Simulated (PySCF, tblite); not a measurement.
# C₄H₇BCl₂S: geometry, infrared bands and NMR shifts

Aim: predict the infrared bands and NMR shifts of C₄H₇BCl₂S (`C=CCCSB(Cl)Cl`).

Computed with tblite 0.8.0 and PySCF 2.14.0, with density-fitted response routines of our own, on a single molecule in the gas phase. Atoms count from 0, in the outputs and in this text.

### Step 1. The molecule as given

15 atoms, charge 0, multiplicity 1; geometry from: force field or distance geometry start.

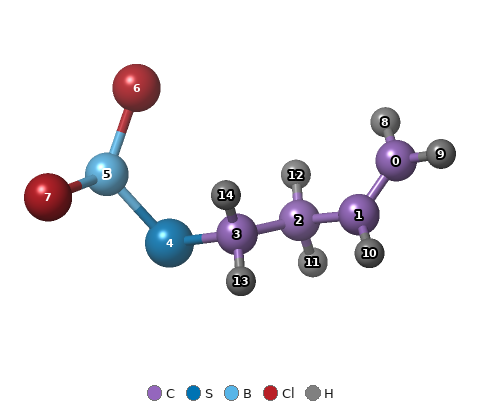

The starting geometry (carbon purple, sulfur blue, boron blue, chlorine red, hydrogen grey), atoms numbered; sticks join atoms by distance.

### Step 2. Relaxing the molecule with GFN2-xTB

The job: settings as JSON, then the geometry in Å.

```
{"job": {"kind": "relax", "xc": "GFN2-xTB", "basis": "xTB"}, "charge": 0, "multiplicity": 1}
C     -2.461700     1.002900    -0.449900
C     -1.814700    -0.154200    -0.539100
C     -0.703200    -0.369500     0.471400
C      0.570100    -0.785100    -0.211800
S      1.814400    -1.073500     1.120500
B      3.227400     0.173300     0.847100
Cl     2.806400     1.961300     0.787400
Cl     4.453300    -0.426900    -0.479600
H     -2.222300     1.765300     0.324400
H     -3.296800     1.214900    -1.172100
H     -2.050600    -0.917000    -1.280700
H     -1.104000    -1.171200     1.191900
H     -0.581700     0.548900     1.058800
H      0.439400    -1.726500    -0.781200
H      0.919700    -0.034700    -0.908900
```

The run is started by

```
$ OMP_NUM_THREADS=1 python probes_run.py task.json out
```

This one command runs all jobs of the session in turn.

Log:

```text
step      E/eV     max force
  0    -699.47946    2.873
  1    -699.84040    2.458
  2    -700.24237    1.692
  3    -700.33329    1.059
  4    -700.40762    0.803
  5    -700.44471    0.891
  6    -700.46729    0.431
  7    -700.47742    0.186
  8    -700.48182    0.180
  9    -700.48767    0.197
 10    -700.49353    0.225
 11    -700.50248    0.290
 12    -700.51484    0.409
 13    -700.53082    0.402
 14    -700.54845    0.351
 15    -700.56558    0.303
 16    -700.57953    0.303
 17    -700.59212    0.358
 18    -700.60472    0.319
 19    -700.61690    0.406
 20    -700.63104    0.466
 21    -700.64988    0.459
 22    -700.67481    0.409
 23    -700.70294    0.299
 24    -700.72398    0.352
 25    -700.73320    0.603
 26    -700.74912    0.382
 27    -700.76998    0.255
 28    -700.79213    0.213
 29    -700.80204    0.259
 30    -700.80988    0.254
 31    -700.81939    0.283
 32    -700.82856    0.289
 33    -700.83819    0.264
 34    -700.84864    0.274
 35    -700.86339    0.349
 36    -700.88160    0.333
 37    -700.89969    0.275
 38    -700.91236    0.293
 39    -700.91991    0.264
 40    -700.92915    0.274
 41    -700.93863    0.223
 42    -700.95250    0.288
 43    -700.96155    0.258
 44    -700.97034    0.271
 45    -700.97685    0.223
 46    -700.98315    0.161
 47    -700.98733    0.173
 48    -700.98981    0.135
 49    -700.99114    0.171
 50    -700.99259    0.128
 51    -700.99366    0.070
 52    -700.99405    0.056
 53    -700.99438    0.046
 54    -700.99469    0.043
 55    -700.99498    0.036
 56    -700.99516    0.030
 57    -700.99529    0.029
 58    -700.99544    0.036
 59    -700.99563    0.040
 60    -700.99586    0.034
 61    -700.99611    0.037
 62    -700.99641    0.045
 63    -700.99682    0.046
 64    -700.99730    0.053
 65    -700.99777    0.051
 66    -700.99819    0.048
 67    -700.99866    0.051
 68    -700.99927    0.057
 69    -700.99998    0.054
 70    -701.00058    0.056
 71    -701.00109    0.062
 72    -701.00172    0.064
 73    -701.00272    0.084
 74    -701.00404    0.094
 75    -701.00530    0.071
 76    -701.00620    0.066
 77    -701.00687    0.069
 78    -701.00757    0.061
 79    -701.00836    0.064
 80    -701.00902    0.069
 81    -701.00954    0.051
 82    -701.01006    0.047
 83    -701.01060    0.067
 84    -701.01111    0.054
 85    -701.01139    0.033
 86    -701.01148    0.022
 87    -701.01152    0.021
 88    -701.01155    0.016
 89    -701.01158    0.011
 90    -701.01160    0.010
 91    -701.01161    0.009
```

Wall time 1.4 s (1 thread of Arm Neoverse N1, shared host); peak memory 0.18 GiB.

The steps of the relaxation: (not every step is listed)

| step | energy from step 0 (eV) | largest force (eV/Å) |
| --- | --- | --- |
| 0 | 0.0000 | 2.8734 |
| 1 | -0.3609 | 2.4576 |
| 2 | -0.7629 | 1.6922 |
| 3 | -0.8538 | 1.0589 |
| 4 | -0.9282 | 0.8034 |
| 5 | -0.9652 | 0.8911 |
| 6 | -0.9878 | 0.4308 |
| 7 | -0.9980 | 0.1862 |
| 8 | -1.0024 | 0.1804 |
| 15 | -1.0861 | 0.3034 |
| 22 | -1.1953 | 0.4089 |
| 29 | -1.3226 | 0.2593 |
| 36 | -1.4021 | 0.3326 |
| 43 | -1.4821 | 0.2582 |
| 50 | -1.5131 | 0.1277 |
| 57 | -1.5158 | 0.0291 |
| 64 | -1.5178 | 0.0531 |
| 71 | -1.5216 | 0.0616 |
| 78 | -1.5281 | 0.0608 |
| 85 | -1.5319 | 0.0328 |
| 86 | -1.5320 | 0.0216 |
| 87 | -1.5321 | 0.0205 |
| 88 | -1.5321 | 0.0163 |
| 89 | -1.5321 | 0.0110 |
| 90 | -1.5321 | 0.0104 |
| 91 | -1.5322 | 0.0088 |

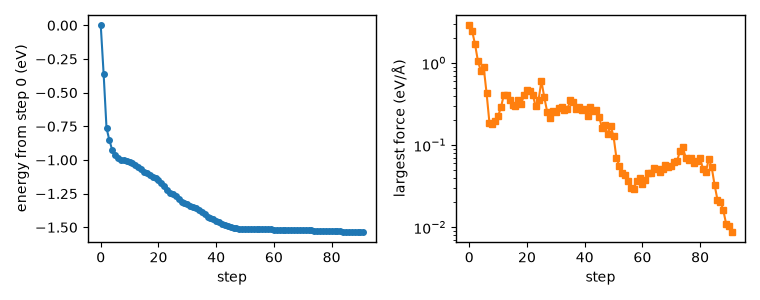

Energy and largest force along the relaxation.

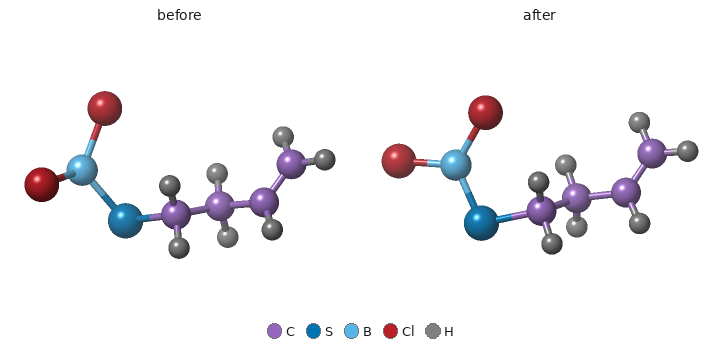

The geometry before (left) and after (right).

Distances of close pairs at the start and the end, largest changes first:

| bond | before (Å) | after (Å) | change (Å) |
| --- | --- | --- | --- |
| B5–Cl7 | 1.903 | 1.731 | -0.173 |
| S4–B5 | 1.904 | 1.790 | -0.114 |
| B5–Cl6 | 1.838 | 1.736 | -0.102 |
| C2–H11 | 1.150 | 1.094 | -0.056 |
| C0–H9 | 1.124 | 1.076 | -0.048 |
| C0–H8 | 1.113 | 1.078 | -0.035 |
| C2–C3 | 1.504 | 1.523 | +0.020 |
| C1–C2 | 1.518 | 1.498 | -0.020 |

The next job starts from the end point, and lists it.

### Step 3. Harmonic vibrations with GFN2-xTB

The job: settings as JSON, then the geometry in Å.

```
{"job": {"kind": "ir", "xc": "GFN2-xTB", "basis": "xTB"}, "charge": 0, "multiplicity": 1}
C     -2.416246     1.095764    -0.297934
C     -1.814446    -0.077995    -0.298770
C     -0.536576    -0.372001     0.425591
C      0.513912    -0.889111    -0.548947
S      2.057238    -1.400602     0.312131
B      2.934166     0.135520     0.589671
Cl     2.343721     1.670756     0.033447
Cl     4.449053     0.086992     1.425393
H     -2.012722     1.938605     0.238809
H     -3.339932     1.262305    -0.825072
H     -2.236506    -0.911965    -0.844199
H     -0.716296    -1.136391     1.186613
H     -0.172163     0.529407     0.920482
H      0.167556    -1.790418    -1.052406
H      0.774826    -0.132876    -1.286721
```

Log:

```text
mode    cm-1     km/mol
  1      38.7      0.02
  2      42.5      0.01
  3      64.6      0.09
  4      90.8      0.32
  5     167.8      3.13
  6     206.7      2.68
  7     213.3      1.23
  8     247.8      0.76
  9     347.5      1.56
 10     359.5     19.68
 11     424.2      0.32
 12     435.0      1.12
 13     614.1      5.19
 14     724.9     65.57
 15     739.3      2.69
 16     777.8     16.62
 17     808.4    142.35
 18     901.1     12.59
 19     933.5      0.67
 20     974.3      3.38
 21    1023.7     16.62
 22    1065.4      1.45
 23    1073.1      8.80
 24    1169.5      3.92
 25    1214.6      5.25
 26    1243.5      2.94
 27    1283.0      1.44
 28    1314.0     14.38
 29    1412.3      2.11
 30    1430.9      7.33
 31    1467.6      2.00
 32    1719.0      9.59
 33    2961.5     12.49
 34    2996.4     12.48
 35    3005.1     10.95
 36    3009.4     11.88
 37    3058.2     35.25
 38    3102.0     15.80
 39    3130.3     49.95
```

Wall time 1.1 s (1 thread of Arm Neoverse N1, shared host); peak memory 0.18 GiB.

The strongest bands and the atoms that carry them (share of the mass-weighted mode):

| cm⁻¹ | km/mol | atoms |
| --- | --- | --- |
| 360 | 19.7 | B5 73 %, S4 13 % |
| 725 | 65.6 | B5 80 % |
| 778 | 16.6 | H14 25 %, H13 24 %, H11 16 %, H12 15 % |
| 808 | 142.3 | B5 83 %, S4 12 % |
| 1024 | 16.6 | H10 49 %, H8 39 % |
| 3058 | 35.2 | H10 90 % |
| 3102 | 15.8 | H8 66 %, H9 29 % |
| 3130 | 50.0 | H9 63 %, H8 26 % |

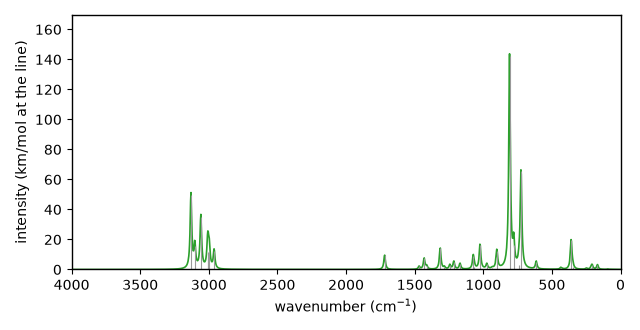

The infrared spectrum from these modes, unscaled. Lines are broadened to a width of 14 cm⁻¹ (Lorentzian).

### Step 4. Nuclear shieldings: PBE0/pcSseg-1

Same as in step 3 but for these lines:

```diff
@@ -1,2 +1,2 @@
-{"job": {"kind": "ir", "xc": "GFN2-xTB", "basis": "xTB"}, "charge": 0, "multiplicity": 1}
+{"job": {"kind": "nmr", "xc": "PBE0", "basis": "pcSseg-1"}, "charge": 0, "multiplicity": 1}
 C     -2.416246     1.095764    -0.297934
```

Method: GIAO PBE0/pcSseg-1 NMR shielding, non-relativistic, gas phase.

Log:

```text
coarse grid: 14648 points
cycle   1  E = -1499.3359771842  dE =  9.556e-01  |g| = 3.786e-01  |ddm| = 3.543e+00
cycle   2  E = -1499.3276915922  dE =  8.286e-03  |g| = 4.343e-01  |ddm| = 7.496e-01
cycle   3  E = -1499.3764233184  dE = -4.873e-02  |g| = 6.199e-02  |ddm| = 4.224e-01
cycle   4  E = -1499.3773479548  dE = -9.246e-04  |g| = 2.677e-02  |ddm| = 8.831e-02
cycle   5  E = -1499.3775418161  dE = -1.939e-04  |g| = 5.681e-03  |ddm| = 2.814e-02
cycle   6  E = -1499.3775498259  dE = -8.010e-06  |g| = 1.669e-03  |ddm| = 7.500e-03
final grid: 128888 points
cycle   7  E = -1499.4245557459  dE = -4.308e-05  |g| = 9.287e-03  |ddm| = 3.003e-02
cycle   8  E = -1499.4245453449  dE =  1.040e-05  |g| = 1.085e-02  |ddm| = 1.954e-02
cycle   9  E = -1499.4245761995  dE = -3.085e-05  |g| = 1.021e-03  |ddm| = 1.218e-02
cycle  10  E = -1499.4245764507  dE = -2.513e-07  |g| = 2.986e-04  |ddm| = 1.420e-03
cycle  11  E = -1499.4245764740  dE = -2.330e-08  |g| = 6.176e-05  |ddm| = 3.119e-04
cycle  12  E = -1499.4245764750  dE = -9.532e-10  |g| = 2.579e-05  |ddm| = 9.706e-05
converged SCF energy = -1499.4245764750

GIAO shielding tensors (ppm)
atom      isotropic    diamagn.    paramagn.     s11        s22        s33       span
  0 C       62.867     253.618    -190.751    -49.807     80.066    158.342    208.150
  1 C       42.419     256.646    -214.227    -78.140     51.454    153.944    232.084
  2 C      144.802     248.706    -103.904    121.222    140.356    172.827     51.605
  3 C      147.606     251.760    -104.154    128.810    143.625    170.384     41.574
  4 S      404.715    1056.547    -651.832    214.863    478.050    521.232    306.369
  5 B       45.247     191.948    -146.701      1.405     51.873     82.463     81.058
  6 Cl     716.772    1149.315    -432.544    467.424    771.176    911.716    444.291
  7 Cl     715.085    1145.072    -429.988    472.766    790.571    881.918    409.151
  8 H       26.144      31.756      -5.611     22.682     25.352     30.400      7.718
  9 H       26.322      28.254      -1.932     23.495     25.205     30.267      6.772
 10 H       25.762      31.020      -5.258     23.069     25.041     29.176      6.107
 11 H       29.314      31.294      -1.980     24.816     29.499     33.627      8.812
 12 H       29.299      33.417      -4.118     24.776     30.810     32.311      7.534
 13 H       29.083      31.523      -2.440     23.082     28.373     35.794     12.712
 14 H       28.773      32.197      -3.423     25.001     29.400     31.919      6.918
```

Wall time 69 s (1 thread of Arm Neoverse N1, shared host); peak memory 0.78 GiB.

The references, computed at this level on geometries of the same kind, shield at (ppm): 1H TMS 31.72, 13C TMS 186.9, 11B BF3·OEt2 100.1, 33S CS2 504, 35Cl HCl 950. Their shielding less the atom's gives the shift. The references are single molecules in the gas phase. Atoms listed in one row are averaged.

| atoms | environment | σ (ppm) | δ (ppm) | δ scaled to CDCl3 |
| --- | --- | --- | --- | --- |
| C1 | alkene CH | 42.4 | 144.5 | 139.1 |
| C0 | terminal =CH2 carbon | 62.9 | 124.1 | 119.2 |
| C2 | allylic sp3 CH2 | 144.8 | 42.1 | 39.2 |
| C3 | sp3 CH2 bonded to S | 147.6 | 39.3 | 32.1 |
| H10 | hydrogen on an alkene CH | 25.76 | 5.95 | 5.72 |
| H8 | hydrogen on a terminal =CH2 carbon | 26.14 | 5.57 | 5.36 |
| H9 | hydrogen on a terminal =CH2 carbon | 26.32 | 5.39 | 5.19 |
| H13, H14 | hydrogen on an sp3 CH2 bonded to S | 28.93 | 2.79 | 2.73 |
| H11, H12 | hydrogen on an allylic sp3 CH2 | 29.31 | 2.41 | 2.38 |
| S4 | sulfur bonded to C, B | 405 | 99 | – |
| B5 | boron bonded to 2 Cl, S | 45.2 | 54.8 | – |
| Cl6, Cl7 | chlorine bonded to B | 716 | 234 | – |

The scaled column applies a straight-line fit of computed shieldings to shifts measured in CDCl3, with any fitted terms for Cl, Br or S neighbours (root-mean-square error 0.16 ppm for H, 1.9 ppm for C).

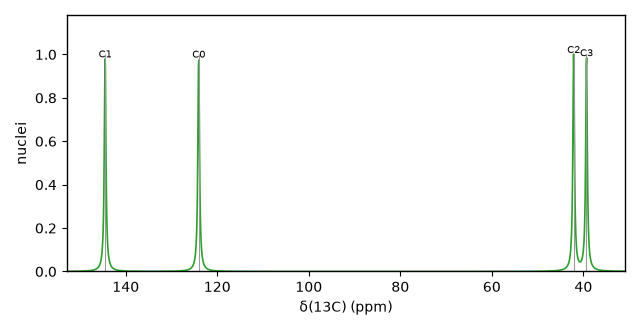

13C lines at the computed shifts, without couplings. Lines are broadened to a width of 0.42 ppm (Lorentzian).

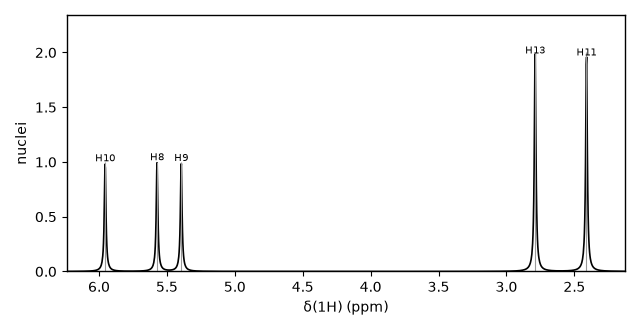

1H lines at the computed shifts, without couplings. Lines are broadened to a width of 0.01 ppm (Lorentzian).

Charges from the same density, by scheme (e):

| atoms | Mulliken | IAO | Hirshfeld | ESP fit |
| --- | --- | --- | --- | --- |
| C0 | -0.14 | -0.31 | -0.10 | -0.46 |
| C1 | -0.25 | -0.13 | -0.04 | -0.17 |
| C2 | -0.17 | -0.26 | -0.08 | 0.04 |
| C3 | -0.36 | -0.32 | -0.06 | -0.01 |
| S4 | -0.06 | 0.12 | -0.01 | -0.20 |
| B5 | 0.35 | -0.05 | 0.11 | 0.14 |
| Cl6, Cl7 | -0.17 | -0.05 | -0.06 | -0.08 |

IAO charges:

C0 -0.31; C1 -0.13; C2 -0.26; C3 -0.32; S4 0.12; B5 -0.05; Cl6 -0.05; Cl7 -0.04; H8 0.15; H9 0.15; H10 0.14; H11 0.15; H12 0.14; H13 0.16; H14 0.16

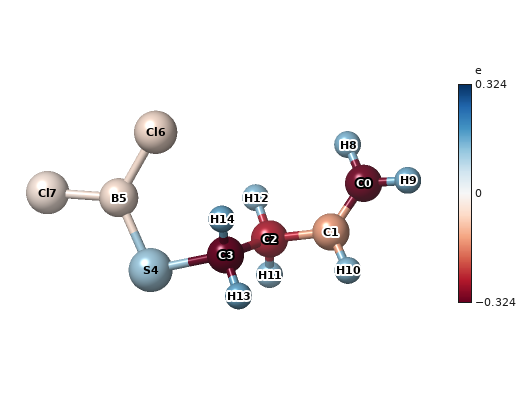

IAO charges, as colours on the atoms.

Mayer bond orders: C0–C1 2.00, C1–C2 1.03, C2–C3 0.98, C3–S4 0.99, S4–B5 1.25, B5–Cl6 1.12, B5–Cl7 1.14.

Orbitals, density, ELF and potential are computed afterwards from the orbital file.

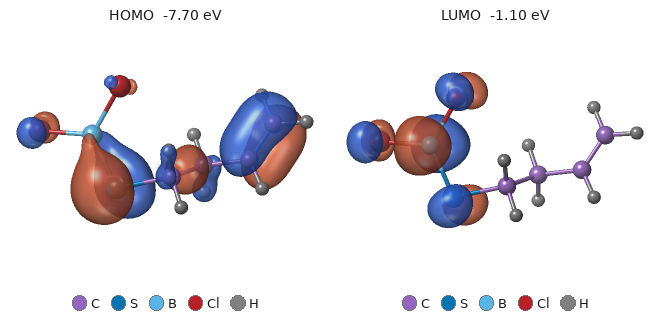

PBE0/pcSseg-1 orbitals near the gap, drawn at the value that encloses 70 % of each; the two colours are the two signs.

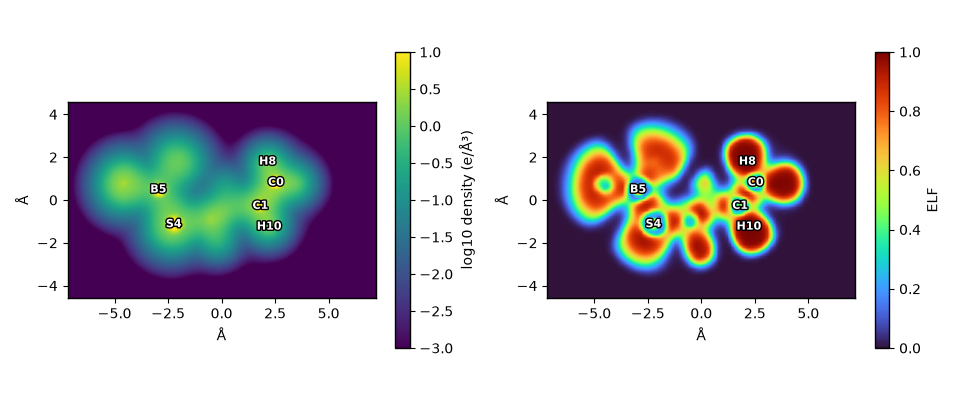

Density (left) and ELF (right) in a plane through or near 6 of the atoms.

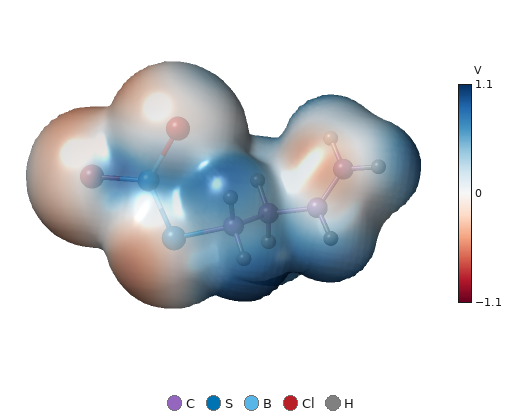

Electrostatic potential on the surface of density 0.002 e/bohr³; red is low, blue high. It runs from -0.47 V near S4 to 1.10 V near H13.

### Step 5. Outcome

| quantity | value |
| --- | --- |
| strongest single infrared mode (GFN2-xTB) | 808 cm⁻¹, 142 km/mol |
| zero-point energy (GFN2-xTB) | 65.5 kcal/mol |
| 13C shifts against TMS (PBE0/pcSseg-1) | 144.5, 124.1, 42.1, 39.3 ppm |
| 1H shifts against TMS (PBE0/pcSseg-1, means over atoms taken as alike) | 5.95, 5.57, 5.39, 2.79, 2.41 ppm |
| 33S shifts against CS2 (PBE0/pcSseg-1) | 99 ppm |
| 11B shifts against BF3·OEt2 (PBE0/pcSseg-1) | 54.8 ppm |
| 35Cl shifts against HCl (PBE0/pcSseg-1, means over atoms taken as alike) | 234 ppm |
| surface potential, least and greatest | -0.47 V and 1.10 V |

What this shows: Relaxing lowered the energy by 1.532 eV in 91 steps; the close pair that moved most is B5–Cl7, from 1.903 to 1.731 Å. All 39 modes are real, so the xTB geometry is a minimum. The strongest single mode, at 808 cm⁻¹, moves mainly B5. GFN2-xTB is a fitted tight-binding method: band positions and strengths are rough. Its intensities can rank the bands wrongly. C1 (alkene CH) lies farthest downfield among carbon, at 144.5 ppm; the olefinic region. The most deshielded hydrogen is H10 (hydrogen on an alkene CH), at 5.95 ppm: attached to an sp2 carbon and in the plane of the double bond. At PBE0/pcSseg-1: Shielding is most anisotropic at Cl6, Cl7 (span 427 ppm, paramagnetic term -431 ppm). At PBE0/pcSseg-1, counted by nearest atom on the grid, the HOMO lies on S4 35 %; C0 19 %, the LUMO on B5 57 %; S4 16 %.
